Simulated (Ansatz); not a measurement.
# PH (SMILES [PH]): levels of theory compared

Wanted: a comparison of 6 runs (UHF/3-21G, UHF/cc-pVDZ, U-wB97X/3-21G, UB3LYP/3-21G, UPBE0/3-21G, UB3LYP/cc-pVDZ) of PH. 

The results are computed with Ansatz 0.2.0.

57 further runs of the same task are left out: 57 set aside as unsound or not needed.

## 1. The system as given

PH: 2 atoms, total charge 0, spin state triplet. As SMILES, `[PH]`. The H2–P1 distance was set to 2.798 Å, away from the relaxed value.

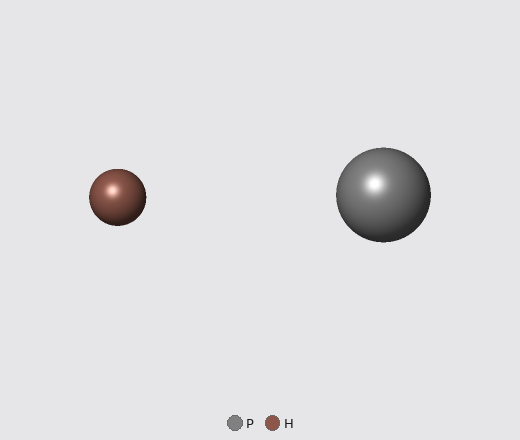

Viewed from a chosen angle; phosphorus grey, hydrogen brown.

## 2. A single-point energy at UHF/3-21G (run 1)

The input, input.yaml:

```yaml
crystal:
  periodic: [false, false, false]
  atoms:
    - symbol: P
      position_ang: [0.000000, 0.000000, -1.399030]
    - symbol: H
      position_ang: [0.000000, 0.000000, 1.399070]
basis:
  gaussian:
    orbitals: 3-21G.json
total_charge: 0
magnetization:
  spin_polarized: true
  initial_magnetization: 2
hamiltonian:
  xc: hf
accuracy: high
```

The basis set 3-21G is read from a file made from the Basis Set Exchange's data (not shown).

Launch:

```console
ansatz run input.yaml --threads 1 --pin off --max-ram 2610MiB --events-out events.jsonl --progress --plain --runs-dir runs
```

The program printed:

```text
Warning: RAYON_NUM_THREADS=1 ignored (pool sized by the plan → 1); use --threads N
Functional definition: HF
  name "HF"
  exchange = exact_x
  correlation = 0
272 factors; integrals over basis functions are off by at most 2.6e-9 eV
mean field evaluation 1: about -9235.4108 eV, gradient 4.2e0 eV
mean field evaluation 2: about -9235.4121 eV, gradient 4.2e0 eV
mean field evaluation 4: about -9235.9666 eV, gradient 3.2e0 eV
mean field evaluation 8: about -9235.9667 eV, gradient 3.2e0 eV
mean field evaluation 16: about -9238.2285 eV, gradient 1.7e-8 eV
mean field evaluation 32: about -9237.0175 eV, gradient 2.4e-1 eV
mean field -9238.22851733 eV, -339.4986361157 hartree, gradient 1.0e-8 eV, S^2 2.931396; 1 other end points of the search recorded, 0 dependent functions left out
reference -9238.22851733 eV, -339.4986361157 hartree; 9, 7 occupied and 6, 8 virtual orbitals, 272 factors
Total energy: -9238.22851733 eV, -339.4986361157 hartree
```

It took 0.1 s on 1 thread of Arm Neoverse V1, shared host.

## 3. A single-point energy at UHF/cc-pVDZ (run 2)

The input, job.yaml:

```yaml
crystal:
  periodic: [false, false, false]
  atoms:
    - {symbol: P, position_ang: [0.000000, 0.000000, -1.399030]}
    - {symbol: H, position_ang: [0.000000, 0.000000, 1.399070]}
basis:
  gaussian:
    orbitals: cc-pVDZ
hamiltonian:
  xc: hf
accuracy: high
magnetization:
  spin_polarized: true
  initial_magnetization: 2
```

Launch:

```console
ansatz run job.yaml --threads 1 --pin off --max-ram 2610MiB --events-out events.jsonl --progress --plain --runs-dir runs
```

The program printed:

```text
Warning: RAYON_NUM_THREADS=1 ignored (pool sized by the plan → 1); use --threads N
[... 4 set-up lines as earlier in the session ...]
397 factors; integrals over basis functions are off by at most 2.8e-9 eV
mean field evaluation 1: about -9282.0887 eV, gradient 6.1e0 eV
mean field evaluation 2: about -9282.0884 eV, gradient 6.1e0 eV
mean field evaluation 4: about -9282.9685 eV, gradient 3.4e0 eV
mean field evaluation 8: about -9283.1686 eV, gradient 3.7e0 eV
mean field evaluation 16: about -9284.7967 eV, gradient 8.8e-5 eV
mean field evaluation 32: about -9284.7967 eV, gradient 3.7e-8 eV
mean field evaluation 64: about -9282.4091 eV, gradient 5.6e-2 eV
mean field -9284.79666968 eV, -341.2099841496 hartree, gradient 7.5e-8 eV, S^2 2.928592; 4 other end points of the search recorded, 0 dependent functions left out
reference -9284.79666968 eV, -341.2099841496 hartree; 9, 7 occupied and 14, 16 virtual orbitals, 397 factors
Total energy: -9284.79666968 eV, -341.2099841496 hartree
```

It took 0.28 s on 1 thread of Arm Neoverse V1, shared host.

## 4. The energy at U-wB97X/3-21G (run 3)

The input, run.yaml:

```yaml
crystal:
  periodic: [false, false, false]
  atoms:
    - symbol: P
      position_ang: [0.000000, 0.000000, -1.399030]
    - symbol: H
      position_ang: [0.000000, 0.000000, 1.399070]
basis:
  gaussian: {orbitals: 3-21G.json}
magnetization: {spin_polarized: true, initial_magnetization: 2}
hamiltonian: {xc: {name: wB97X}}
accuracy: high
```

The basis set 3-21G is read from a file made from the Basis Set Exchange's data (not shown).

Launch:

```console
ansatz run run.yaml --threads 1 --pin off --max-ram 2610MiB --events-out events.jsonl --progress --plain --runs-dir runs
```

The program printed:

```text
Warning: RAYON_NUM_THREADS=1 ignored (pool sized by the plan → 1); use --threads N
Functional definition: wB97X
  name "wB97X"
  parameter omega = 0.3/bohr
  parameter cx = 0.157706
  parameter cx1 = 0.726479
  parameter cx2 = 1.04760
  parameter cx3 = -5.70635
  parameter cx4 = 13.2794
  parameter css1 = -4.33879
  parameter css2 = 18.2308
  parameter css3 = -31.7430
  parameter css4 = 17.2901
  parameter cos1 = 2.37031
  parameter cos2 = -11.3995
  parameter cos3 = 6.58405
  parameter cos4 = -3.78132
  exchange = spin_sum(e_x_unif_sr(omega)*poly(b97_u_x, 1 - cx, cx1, cx2, cx3, cx4)) + cx*exact_x_sr(omega)
      + exact_x_lr(omega)
  correlation = spin_sum(e_c_pw_same_spin*poly(b97_u_same, 1, css1, css2, css3, css4))
      + integral(e_c_pw_opposite_spin*poly(b97_u_opposite, 1, cos1, cos2, cos3, cos4))
272 factors; integrals over basis functions are off by at most 2.6e-9 eV
109 factors; integrals over basis functions are off by at most 2.0e-9 eV
mean field evaluation 1: about -9251.3279 eV, gradient 2.4e0 eV
mean field evaluation 2: about -9251.4145 eV, gradient 1.8e0 eV
mean field evaluation 4: about -9251.5697 eV, gradient 1.6e0 eV
mean field evaluation 8: about -9252.5450 eV, gradient 5.0e-1 eV
mean field evaluation 16: about -9252.5502 eV, gradient 4.5e-7 eV
mean field evaluation 32: about -9252.5502 eV, gradient 2.1e-6 eV
mean field -9252.55023518 eV, -340.0249495391 hartree, gradient 2.5e-8 eV, S^2 2.853095; 1 other end points of the search recorded, 0 dependent functions left out
reference -9252.55023492 eV, -340.0249495295 hartree; 9, 7 occupied and 6, 8 virtual orbitals, 272 factors
Total energy: -9252.55023492 eV, -340.0249495295 hartree
```

Wall time 4.8 s (1 thread of Arm Neoverse V1, shared host); peak memory 0.21 GiB.

Runs 4 to 5 aren't shown in full; the table further down has their settings and results.

## 5. The energy at UB3LYP/cc-pVDZ (run 6)

The input, in.yaml:

```yaml
crystal:
  periodic: [false, false, false]
  atoms:
    - {symbol: P, position_ang: [0.000000, 0.000000, -1.399030]}
    - {symbol: H, position_ang: [0.000000, 0.000000, 1.399070]}
basis:
  gaussian:
    orbitals: cc-pVDZ
magnetization:
  spin_polarized: true
  initial_magnetization: 2
hamiltonian:
  xc: {name: B3LYP}
accuracy: high
```

Launch:

```console
ansatz run in.yaml --threads 1 --pin off --max-ram 2610MiB --events-out events.jsonl --progress --plain --runs-dir runs
```

The program printed:

```text
Warning: RAYON_NUM_THREADS=1 ignored (pool sized by the plan → 1); use --threads N
Functional definition: B3LYP
  name "B3LYP"
  parameter a0 = 0.2
  parameter ax = 0.72
  parameter ac = 0.81
  exchange = (1 - a0 - ax)*slater_x + ax*b88_x + a0*exact_x
  correlation = (1 - ac)*vwn_rpa_c + ac*lyp_c
397 factors; integrals over basis functions are off by at most 2.8e-9 eV
mean field evaluation 1: about -9299.2104 eV, gradient 7.2e0 eV
mean field evaluation 2: about -9294.3274 eV, gradient 1.7e1 eV
mean field evaluation 4: about -9300.1024 eV, gradient 1.3e0 eV
mean field evaluation 8: about -9299.9073 eV, gradient 1.8e-1 eV
mean field evaluation 16: about -9300.5534 eV, gradient 8.5e-9 eV
mean field evaluation 32: about -9300.5534 eV, gradient 1.6e-5 eV
mean field -9300.55337731 eV, -341.7890324748 hartree, gradient 2.6e-8 eV, S^2 2.744040; 1 other end points of the search recorded, 0 dependent functions left out
reference -9300.55340531 eV, -341.7890335036 hartree; 9, 7 occupied and 14, 16 virtual orbitals, 397 factors
Total energy: -9300.55340531 eV, -341.7890335036 hartree
```

It took 1.4 s on 1 thread of Arm Neoverse V1, shared host.

## 6. Overview of the runs

```tsv
run	level	energy (Eh)	⟨S²⟩	wall time
1	UHF/3-21G	-339.498636	2.931	0.1 s
2	UHF/cc-pVDZ	-341.209984	2.929	0.28 s
3	U-wB97X/3-21G	-340.024950	2.853	4.8 s
4	UB3LYP/3-21G	-340.057522	2.760	0.99 s
5	UPBE0/3-21G	-339.910782	2.832	0.93 s
6	UB3LYP/cc-pVDZ	-341.789034	2.744	1.4 s
```

## 7. Outcome

```
           quantity          value
run 6: total energy  -341.78903 Eh
        run 6: ⟨S²⟩          2.744
```

**Reading.** Totals of different functionals can't be ranked against each other. Spin contamination of the reference: run 1 ⟨S²⟩ = 2.93, run 2 ⟨S²⟩ = 2.93, run 3 ⟨S²⟩ = 2.85, run 5 ⟨S²⟩ = 2.83, run 4 ⟨S²⟩ = 2.76, run 6 ⟨S²⟩ = 2.74. Where it is this large, the reference is a mixture of spin states, and values that rest on it are in doubt. All runs together took 8.6 s, the longest 4.8 s.
